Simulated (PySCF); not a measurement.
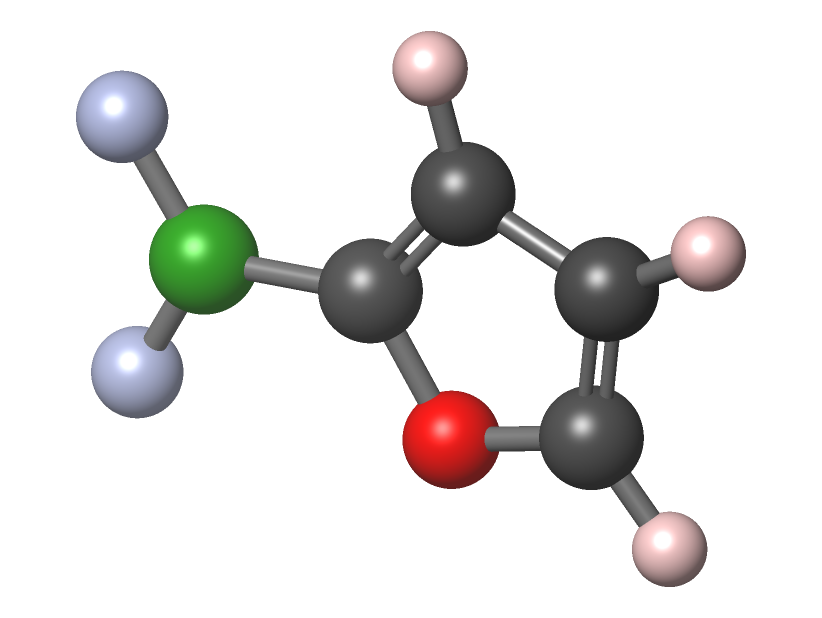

Rendered structure (ball-and-stick style). Multiple sticks mark multiple bonds (one Kekulé form). Colours: fluorine light blue, boron green, carbon dark grey, oxygen red, hydrogen pink.

Description:

It has 11 atoms: 4 carbon, 3 hydrogen, 1 boron, 2 fluorine and 1 oxygen (C4H3BF2O). SMILES: `FB(F)c1ccco1`. Independent rings (smallest set): 1 of 5 members, 1 of them aromatic. The point group is Cs. All atoms lie on one plane. Coordination: 1 B trigonal planar; 4 C trigonal planar; 1 O bent.

More results for the same structure follow; atom numbers are the same in all pictures, views and colours differ. The computed structure is the end point of a PBE0-D3(BJ)/def2-SVP optimisation. No frequency run is at hand to confirm it as a minimum.

Ring current

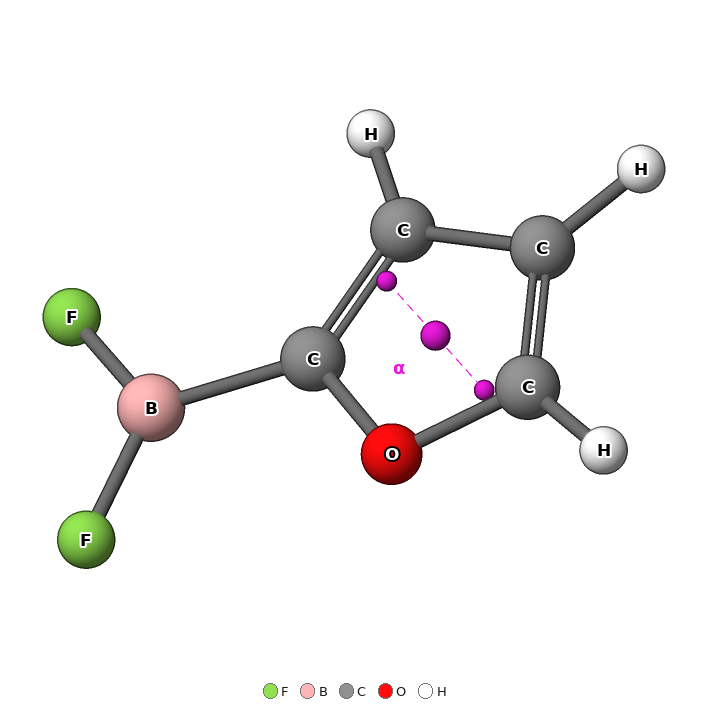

The small points mark where nucleus-independent chemical shifts (NICS) were computed: at the centre of each lettered ring and 1 Å above and below it. No frequency run is at hand to confirm it as a minimum. Level of theory: GIAO PBE0/def2-TZVP NMR shielding, non-relativistic, gas phase (PySCF 2.14.0).

Give NICS(0), NICS(1) and the out-of-plane component NICS(1)zz for each ring (means of the two sides).

```json
{"ring": "α", "members": "C4O", "NICS(0)": "−11.3", "NICS(1)": "−9.9", "NICS(1)zz": "−28.3"}
```

Values in ppm.

**What do the values say about the ring currents?**

Ring α: diatropic, as in an aromatic ring. NICS is one index among several.

Quadrupole coupling

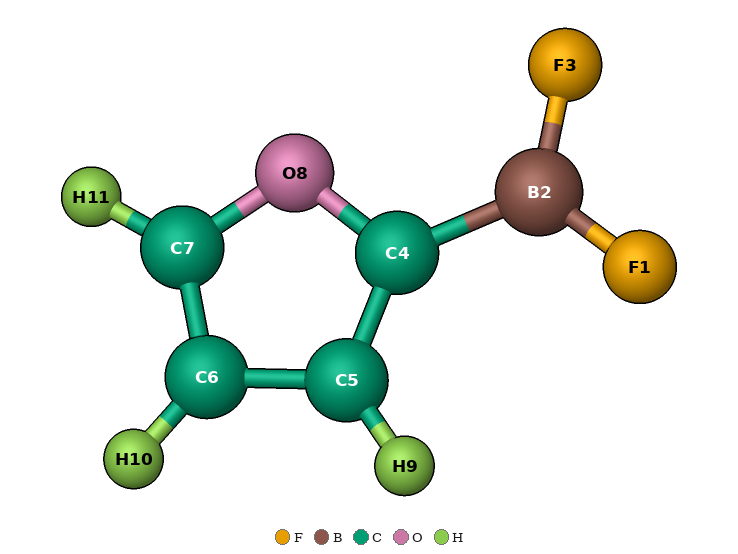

No frequency run is at hand to confirm it as a minimum. Electric field gradients from the ground-state density, PBE0/cc-pVTZ (PySCF 2.14.0), non-relativistic apart from any core potentials.

Give the largest field-gradient component, the quadrupole coupling constant and the asymmetry for 11B at B2 (Q = 40.59 mb), 17O at O8 (Q = −25.6 mb), 2H at H9 (Q = 2.86 mb), 2H at H10 (Q = 2.86 mb), 2H at H11 (Q = 2.86 mb).

| atom | V_zz (a.u.) | e²qQ/h (MHz) | η |
| --- | --- | --- | --- |
| B2 | 0.333 | 3.18 | 0.54 |
| O8 | 1.344 | −8.09 | 0.11 |
| H9 | 0.291 | 0.196 | 0.04 |
| H10 | 0.295 | 0.198 | 0.06 |
| H11 | 0.288 | 0.193 | 0.10 |

Charges

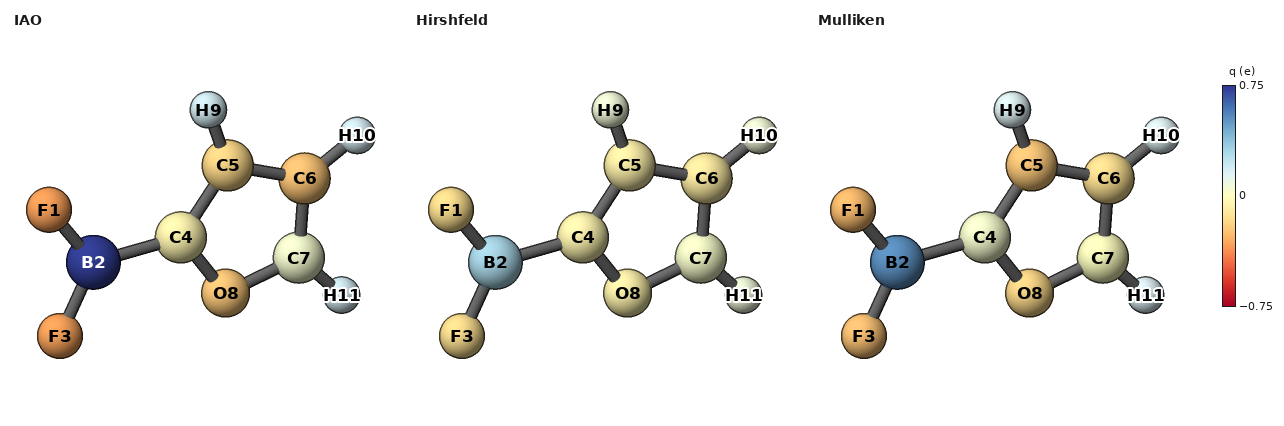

Atomic charges of one calculation by 3 schemes, on one colour scale. No frequency run is at hand to confirm it as a minimum. Method: PBE0/def2-TZVP (PySCF 2.14.0).

**Which scheme gives the most polar picture (largest mean size of the charges)?**

The IAO charges are the largest in size here, and the Hirshfeld charges the smallest.

**On which atom do the schemes disagree most?**

On B2 (from 0.29 to 0.72 e).

List the charges (e), one line for each set of equivalent atoms.

```csv
atom,IAO,Hirshfeld,Mulliken
F1,−0.32,−0.14,−0.25
B2,0.72,0.29,0.52
F3,−0.32,−0.14,−0.23
C4,−0.04,−0.05,0.04
C5,−0.16,−0.06,−0.21
C6,−0.23,−0.08,−0.14
C7,0.04,0.03,0.00
O8,−0.21,−0.06,−0.16
H9,0.18,0.07,0.14
H10,0.17,0.07,0.14
H11,0.18,0.07,0.15
```

Mulliken values depend strongly on the basis set and can even reverse the polarity of a bond.
